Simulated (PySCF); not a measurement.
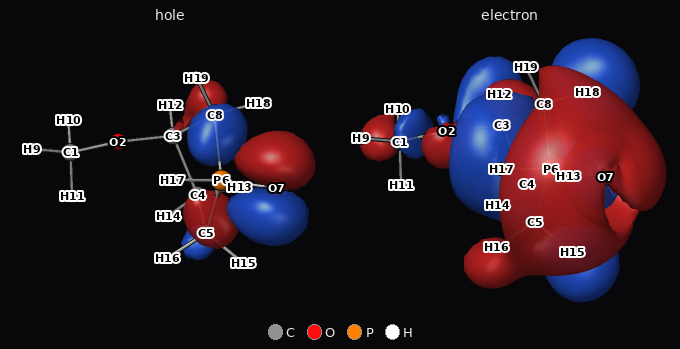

C₅H₁₁O₂P, SMILES `CO[CH]1CC[PH](=O)C1`. Leading natural transition orbital pair of T₁ (full linear response triplet states); the surfaces enclose about 78 % of each orbital's density.

Computed with PySCF, B3LYP/6-31G*, geometry: GFN2-xTB. No frequency check shows the geometry to be a minimum. GFN2-xTB bond lengths at metals and heavier atoms can be off by up to 0.1 Å and shapes distorted, which carries into these values. Without diffuse functions Rydberg states are missing, so the states' numbers hold for this basis only.

Where does the state lie, and where do hole and electron sit?

Answer. 6.79 eV (183 nm), spin-forbidden from the singlet ground state; the leading pair carries 99 %; hole on O7 (59 %), P6 (14 %) and C8 (10 %), electron on P6 (39 %), O7 (16 %) and C5 and C8 (6 % each); their centroids lie 0.9 Å apart. In canonical orbitals it is mainly HOMO → LUMO (64 %). The HOMO–LUMO gap is 8.33 eV.
